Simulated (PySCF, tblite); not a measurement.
# CH₁₀O₃Si₃, a small molecule taken as a stand-in for a surface group (Si site with back bonds O[SiH3], C[SiH3], O): NMR shifts, core binding energies and electronic excitations, part 2 of 2

tblite 0.8.0 and PySCF 2.14.0. Atoms count from 0, parts from 1.

### 5 Core-electron binding energies: SCAN, X2C

Job settings and geometry (Å):

```
{"job": {"kind": "xps", "holes": 5}, "charge": 0, "multiplicity": 1}
Si     0.153343    -0.550121     0.976158
O      0.738313     0.908522     0.443708
Si     1.711245     1.621239    -0.695570
C     -0.891826    -1.304381    -0.351963
Si    -1.971910    -0.052341    -1.248362
O      1.370191    -1.608371     1.329330
O     -0.677468    -0.227397     2.370397
H      1.917476     0.706980    -1.860064
H      3.038556     1.946741    -0.094484
H      1.061287     2.879741    -1.159659
H     -1.526559    -2.083951     0.101238
H     -0.237635    -1.805689    -1.085226
H     -2.673552     0.829708    -0.263592
H     -3.006274    -0.727731    -2.090246
H     -1.136513     0.814948    -2.135212
H      1.825581    -1.454993     2.162918
H     -0.982351     0.679046     2.468635
```

With the program's defaults for keys left out, this is: delta-SCF UKS SCAN, pcX-2 on the ionised atom, pcseg-1 elsewhere, spin-free X2C.

Output:

```text
ground state, core basis on atom 0 (Si), 202 functions
  cycle   1  E = -1139.94936672  |g| = 1.18e+00
  cycle   2  E = -1139.43856612  |g| = 2.00e+00
  cycle   3  E = -1140.20635673  |g| = 1.86e-01
  cycle   4  E = -1140.21227722  |g| = 9.50e-02
  cycle   5  E = -1140.21416648  |g| = 2.41e-02
  cycle   6  E = -1140.21426504  |g| = 8.77e-03
  cycle   7  E = -1140.21428663  |g| = 1.81e-03
  cycle   8  E = -1140.21428690  |g| = 6.03e-04
  cycle   9  E = -1140.21428863  |g| = 6.36e-05
  E(ground) = -1140.28198599 Eh
hole in Si 2p of atom 0
  cycle   1  E = -1135.91028989  |g| = 1.25e+00
  cycle   2  E = -1135.68365820  |g| = 1.25e+00
  cycle   3  E = -1136.16511088  |g| = 3.87e-01
  cycle   4  E = -1136.22605288  |g| = 1.21e-01
  cycle   5  E = -1136.23013892  |g| = 4.92e-02
  cycle   6  E = -1136.23122952  |g| = 1.05e-02
  cycle   7  E = -1136.23126073  |g| = 7.63e-03
  cycle   8  E = -1136.23128613  |g| = 2.29e-03
  cycle   9  E = -1136.23128762  |g| = 5.80e-04
  cycle  10  E = -1136.23128833  |g| = 1.43e-04
  E(ion) = -1136.30880060 Eh   <S^2> = 0.7514   hole on atom = 1.003   binding energy = 108.116 eV
  2p3/2 = 107.948 eV   2p1/2 = 108.575 eV
ground state, core basis on atom 1 (O), 191 functions
  cycle   1  E = -1140.13044500  |g| = 1.15e-01
  cycle   2  E = -1140.12773347  |g| = 1.43e-01
  cycle   3  E = -1140.13094858  |g| = 5.06e-02
  cycle   4  E = -1140.13138380  |g| = 5.71e-03
  cycle   5  E = -1140.13139234  |g| = 1.16e-03
  cycle   6  E = -1140.13139174  |g| = 5.00e-04
  cycle   7  E = -1140.13139202  |g| = 8.20e-05
  E(ground) = -1140.23706870 Eh
hole in O 1s of atom 1
  cycle   1  E = -1119.52906975  |g| = 2.23e+00
  cycle   2  E = -1119.00983335  |g| = 2.24e+00
  cycle   3  E = -1120.28767753  |g| = 4.74e-01
  cycle   4  E = -1120.31879577  |g| = 3.45e-01
  cycle   5  E = -1120.36374894  |g| = 6.01e-02
  cycle   6  E = -1120.36486523  |g| = 2.15e-02
  cycle   7  E = -1120.36511445  |g| = 5.55e-03
  cycle   8  E = -1120.36512833  |g| = 1.69e-03
  cycle   9  E = -1120.36513096  |g| = 6.82e-04
  cycle  10  E = -1120.36513045  |g| = 4.60e-04
  E(ion) = -1120.47097287 Eh   <S^2> = 0.7619   hole on atom = 1.000   binding energy = 537.863 eV
ground state, core basis on atom 3 (C), 191 functions
  cycle   1  E = -1140.09426379  |g| = 1.24e-01
  cycle   2  E = -1140.08840294  |g| = 2.08e-01
  cycle   3  E = -1140.09639943  |g| = 2.01e-02
  cycle   4  E = -1140.09645487  |g| = 1.21e-02
  cycle   5  E = -1140.09648363  |g| = 1.85e-03
  cycle   6  E = -1140.09648617  |g| = 3.62e-04
  E(ground) = -1140.20538144 Eh
hole in C 1s of atom 3
  cycle   1  E = -1128.86019042  |g| = 1.51e+00
  cycle   2  E = -1128.16534218  |g| = 1.82e+00
  cycle   3  E = -1129.38725169  |g| = 3.63e-01
  cycle   4  E = -1129.42375281  |g| = 2.21e-01
  cycle   5  E = -1129.44101110  |g| = 5.41e-02
  cycle   6  E = -1129.44197673  |g| = 1.71e-02
  cycle   7  E = -1129.44204843  |g| = 1.11e-02
  cycle   8  E = -1129.44209820  |g| = 2.01e-03
  cycle   9  E = -1129.44210036  |g| = 9.85e-04
  cycle  10  E = -1129.44210145  |g| = 7.95e-04
  cycle  11  E = -1129.44210168  |g| = 1.55e-04
  E(ion) = -1129.54945645 Eh   <S^2> = 0.7675   hole on atom = 1.000   binding energy = 289.962 eV
ground state, core basis on atom 5 (O), 191 functions
  cycle   1  E = -1140.12789450  |g| = 9.83e-02
  cycle   2  E = -1140.12733910  |g| = 7.08e-02
  cycle   3  E = -1140.12765777  |g| = 5.62e-02
  cycle   4  E = -1140.12818241  |g| = 5.35e-03
  cycle   5  E = -1140.12818700  |g| = 1.80e-03
  cycle   6  E = -1140.12818882  |g| = 3.21e-04
  E(ground) = -1140.23422486 Eh
hole in O 1s of atom 5
  cycle   1  E = -1119.52262570  |g| = 2.22e+00
  cycle   2  E = -1117.11567648  |g| = 2.55e+00
  cycle   3  E = -1120.07116918  |g| = 6.68e-01
  cycle   4  E = -1120.31029490  |g| = 2.19e-01
  cycle   5  E = -1120.32131948  |g| = 1.78e-01
  cycle   6  E = -1120.33255634  |g| = 5.62e-02
  cycle   7  E = -1120.33390113  |g| = 1.26e-02
  cycle   8  E = -1120.33396310  |g| = 5.87e-03
  cycle   9  E = -1120.33398009  |g| = 1.51e-03
  cycle  10  E = -1120.33397895  |g| = 9.12e-04
  cycle  11  E = -1120.33398025  |g| = 2.33e-04
  E(ion) = -1120.44126337 Eh   <S^2> = 0.7614   hole on atom = 1.000   binding energy = 538.594 eV
ground state, core basis on atom 6 (O), 191 functions
  cycle   1  E = -1140.12675309  |g| = 1.23e-01
  cycle   2  E = -1140.12367574  |g| = 1.55e-01
  cycle   3  E = -1140.12776513  |g| = 3.97e-02
  cycle   4  E = -1140.12804177  |g| = 7.30e-03
  cycle   5  E = -1140.12804689  |g| = 1.95e-03
  cycle   6  E = -1140.12804882  |g| = 3.03e-04
  E(ground) = -1140.23410593 Eh
hole in O 1s of atom 6
  cycle   1  E = -1119.52281678  |g| = 2.22e+00
  cycle   2  E = -1117.40736658  |g| = 2.53e+00
  cycle   3  E = -1120.11874096  |g| = 6.51e-01
  cycle   4  E = -1120.30187991  |g| = 2.79e-01
  cycle   5  E = -1120.32165739  |g| = 1.84e-01
  cycle   6  E = -1120.33376110  |g| = 3.58e-02
  cycle   7  E = -1120.33429580  |g| = 1.50e-02
  cycle   8  E = -1120.33438402  |g| = 6.11e-03
  cycle   9  E = -1120.33439702  |g| = 1.87e-03
  cycle  10  E = -1120.33439952  |g| = 9.04e-04
  cycle  11  E = -1120.33440112  |g| = 2.04e-04
  E(ion) = -1120.44067298 Eh   <S^2> = 0.7613   hole on atom = 1.000   binding energy = 538.607 eV
```

Wall time 43 s (1 thread of Intel Xeon 6975P-C, shared host); peak memory 0.71 GiB.

The holes in one table. −ε is the ground-state orbital energy:

```tsv
hole	stands for	environment	ΔSCF (eV; 2p as the shell's mean)	−ε (eV)	⟨S²⟩
Si2p on Si0	Si0	silicon bonded to C, 3 O	108.16	97.2	0.751
O1s on O1	O1	oxygen bonded to 2 Si	537.86	516.6	0.762
C1s on C3	C3	carbon bonded to 2 Si, 2 H	289.96	273.4	0.768
O1s on O5	O5	oxygen bonded to Si, H	538.59	516.7	0.761
O1s on O6	O6	oxygen bonded to Si, H	538.61	516.7	0.761
```

With the spin-orbit splitting: Si0 2p3/2 107.95, 2p1/2 108.57 eV. The table gives each 2p level as the mean over the whole 2p shell (two parts 2p3/2, one part 2p1/2), which differs a little from the single hole in the log.

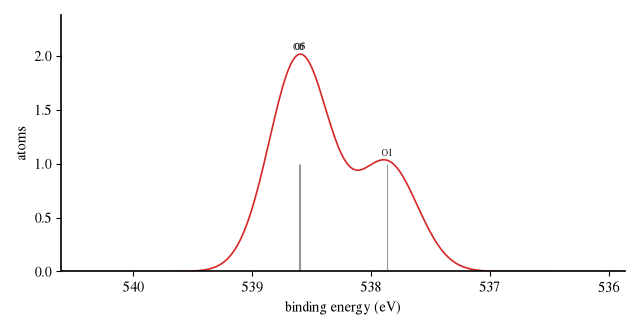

The O1s photoelectron lines, weighted by the number of atoms. Lines are broadened to a width of 0.60 eV (Gaussian).

### 6 TDDFT and polarisability: CAM-B3LYP/def2-SVPD

Settings changed since step 5:

```diff
@@ -1,2 +1,2 @@
-{"job": {"kind": "xps", "holes": 5}, "charge": 0, "multiplicity": 1}
+{"job": {"kind": "uv", "xc": "CAM-B3LYP", "basis": "def2-SVPD", "nstates": 6, "ntriplets": 2, "ip": true}, "charge": 0, "multiplicity": 1}
 Si     0.153343    -0.550121     0.976158
```

Method: TDDFT CAM-B3LYP/def2-SVPD, vertical, gas phase, core orbitals frozen in the response.

Output:

```text
coarse grid: 15416 points
cycle   1  E = -1137.5349272145  dE =  5.367e-01  |g| = 1.107e+00  |ddm| = 5.463e+00
cycle   2  E = -1137.4115325957  dE =  1.234e-01  |g| = 1.400e+00  |ddm| = 3.627e+00
cycle   3  E = -1137.7665532075  dE = -3.550e-01  |g| = 8.043e-02  |ddm| = 1.824e+00
cycle   4  E = -1137.7675973251  dE = -1.044e-03  |g| = 4.577e-02  |ddm| = 1.827e-01
cycle   5  E = -1137.7680311561  dE = -4.338e-04  |g| = 1.188e-02  |ddm| = 5.987e-02
cycle   6  E = -1137.7680545365  dE = -2.338e-05  |g| = 3.598e-03  |ddm| = 2.081e-02
cycle   7  E = -1137.7680574730  dE = -2.936e-06  |g| = 6.519e-04  |ddm| = 5.262e-03
final grid: 134336 points
cycle   8  E = -1137.9375663430  dE = -2.154e-05  |g| = 2.266e-03  |ddm| = 5.359e-02
cycle   9  E = -1137.9375665508  dE = -2.079e-07  |g| = 2.220e-03  |ddm| = 6.974e-03
cycle  10  E = -1137.9375677639  dE = -1.213e-06  |g| = 2.394e-04  |ddm| = 2.861e-03
cycle  11  E = -1137.9375677723  dE = -8.438e-09  |g| = 1.761e-04  |ddm| = 5.631e-04
cycle  12  E = -1137.9375677784  dE = -6.115e-09  |g| = 2.269e-05  |ddm| = 2.273e-04
cycle  13  E = -1137.9375677785  dE = -1.410e-10  |g| = 8.480e-06  |ddm| = 5.999e-05
converged SCF energy = -1137.9375677785

Static polarisability (au): isotropic 98.255, principal 89.264 99.009 106.493

Singlet excitations
state   eV       nm        f      main configurations
  1   7.6062    163.0   0.00430   H-1->L 0.39, H->L 0.26
  2   7.6938    161.1   0.01239   H->L 0.41, H-1->L 0.28
  3   7.9927    155.1   0.05318   H-2->L 0.48, H->L 0.12
  4   8.2819    149.7   0.01404   H-6->L 0.31, H-1->L+2 0.17
  5   8.4005    147.6   0.02701   H-5->L 0.32, H->L+4 0.15, H->L+1 0.11
  6   8.5906    144.3   0.01259   H-1->L+1 0.30, H->L+2 0.20, H-1->L 0.09

Triplet excitations (Tamm-Dancoff, eV): 7.2480 7.3562
Vertical ionisation energy (delta-SCF) = 10.7796 eV
```

Wall time 4.9 min (1 thread of Intel Xeon 6975P-C, shared host); peak memory 1.4 GiB.

The orbitals next to the gap, with their largest atomic shares:

```tsv
orbital	eV	atoms
HOMO−3	-10.88	Si4 32 %, H12 27 %, C3 22 %
HOMO−2	-10.62	O1 17 %, Si2 17 %, H7 15 %
HOMO−1	-10.29	O1 32 %, Si2 19 %, H8 14 %
HOMO	-10.10	C3 22 %, O1 16 %, Si0 10 %
LUMO	0.48	Si0 21 %, O6 10 %, Si2 10 %
LUMO+1	1.24	Si2 32 %, Si4 17 %, H7 10 %
LUMO+2	1.29	O5 19 %, Si4 14 %, Si2 13 %
```

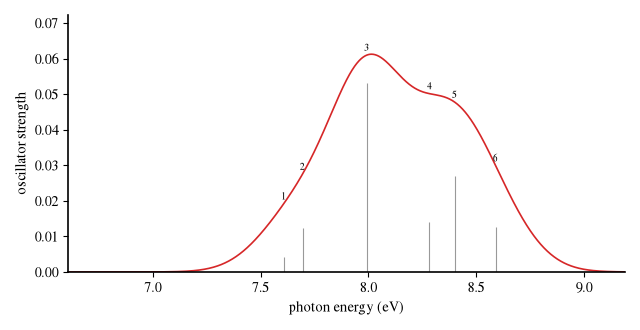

Absorption spectrum from the 6 singlet states computed; above the last one it falls off for lack of states. Lines are broadened to a width of 0.40 eV (Gaussian).

Ground-state properties from the same run:

```tsv
property	computed
dipole moment (D)	0.78
polarisability (Å³)	14.56
HOMO–LUMO gap (eV)	10.59
−ε(HOMO) (eV)	10.10
```

### 7 What came out

This closing draws on all 2 parts.

```
                                                     quantity                                                            value
                                                  point group                                                               C1
                         rotational constants (main isotopes)                                             1.39, 1.24, 0.82 GHz
                  $^{13}$C shifts against TMS (PBE0/pcSseg-1)                                                        -11.6 ppm
                   $^{1}$H shifts against TMS (PBE0/pcSseg-1)  4.99, 4.99, 4.87, 4.01, 3.87, 3.75, 1.92, 1.76, 0.07, -0.05 ppm
                 $^{29}$Si shifts against TMS (PBE0/pcSseg-1)                                          -35.5, -40.1, -68.9 ppm
                  $^{17}$O shifts against H2O (PBE0/pcSseg-1)                                             64.4, 57.7, 54.8 ppm
                             O1s binding energies, SCAN/pcX-2                               O6 538.61, O5 538.59, O1 537.86 eV
Si2p binding energies, SCAN/pcX-2 (standing for 1 of 3 atoms)                                                    Si0 108.16 eV
                             C1s binding energies, SCAN/pcX-2                                                     C3 289.96 eV
                         lowest singlet (CAM-B3LYP/def2-SVPD)                                      7.61 eV (163 nm), f = 0.004
                     brightest single state of those computed                                      state 3, 7.99 eV, f = 0.053
                                               lowest triplet                                                          7.25 eV
                            vertical ionisation energy (ΔSCF)                                                         10.78 eV
```

What this shows: The start of the PBE0/def2-SVP relaxation was shaken at random by about 0.01 Å, so part of the energy gained, and of the first lengths quoted, undoes that. Relaxing lowered the energy by 0.316 eV in 14 steps; the close pair that moved most is Si0–O5, from 1.580 to 1.651 Å (PBE0/def2-SVP). No frequency check was run at this level, so the end point may be a saddle. Hydrogens of an XH3 group are listed apart at this fixed geometry; free rotation makes them one line at their mean. At PBE0/pcSseg-1: Shielding is most anisotropic at Si2 (span 116 ppm, paramagnetic term -487 ppm). At SCAN/pcX-2: O6 (oxygen bonded to Si, H) binds its O1s electron 0.74 eV more tightly than O1 (oxygen bonded to 2 Si). The first singlet state (HOMO−1→LUMO 0.39, HOMO→LUMO 0.26) lies at 7.61 eV and is weak; of the 6 states computed, the strongest absorption comes from state 3 at 7.99 eV. The lowest triplet lies 0.36 eV below the lowest singlet (triplets in Tamm-Dancoff, singlets in full TDDFT). The orbital energy would give 10.10 eV for ionisation, ΔSCF gives 10.78 eV. A capped cluster stands for the solid here, so long-range fields and strain are missing, and bands or shifts of the capping hydrogens have no counterpart in it.
